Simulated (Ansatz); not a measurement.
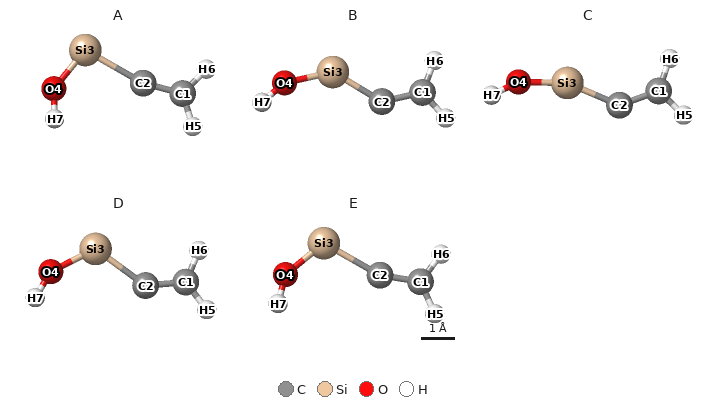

5 geometries from one relaxation of C2H3OSi (charge +1), in shuffled order. A ball-and-stick model, seen face on.

The run prepares an end point of a later path (hydrogen shift) calculation, from a guessed geometry.

Level of theory: RHF/6-31G* (Ansatz 0.2.0). (no spin polarisation; force threshold 0.02 eV/Å; at most 50 steps)

Question: Put them in the order of the run, from the start to the converged end.

Answer: C, B, D, E, A. They are steps 0, 2, 4, 6, 13, at +109.0 kJ/mol, +55.4 kJ/mol, +22.2 kJ/mol, +8.86 kJ/mol relative to the last. The largest move after the best rigid fit is that of H7, 1.27 Å. By element the largest moves are H 1.27 Å, Si 1.10 Å, C 0.72 Å, O 0.27 Å. Some distances before and after: C2–Si3 1.772 → 2.084 Å, Si3–O4 1.543 → 1.589 Å, C1–C2 1.317 → 1.280 Å, O4–H7 0.965 → 0.948 Å. Among the angles between lasting bonds that change: C2–Si3–O4 157.9° → 99.6°, C1–C2–Si3 137.0° → 164.7°, Si3–O4–H7 152.9° → 140.0°. The energy falls by 109.0 kJ/mol in 12 accepted moves (13 points after the start). The largest force component goes from 1.5 to 0.0085 eV/Å. The line search rejected the trial step at point 9 of the run. Cost: 14 s on 1 thread of Arm Neoverse V2, with other jobs on the host, peak memory 0.12 GiB.
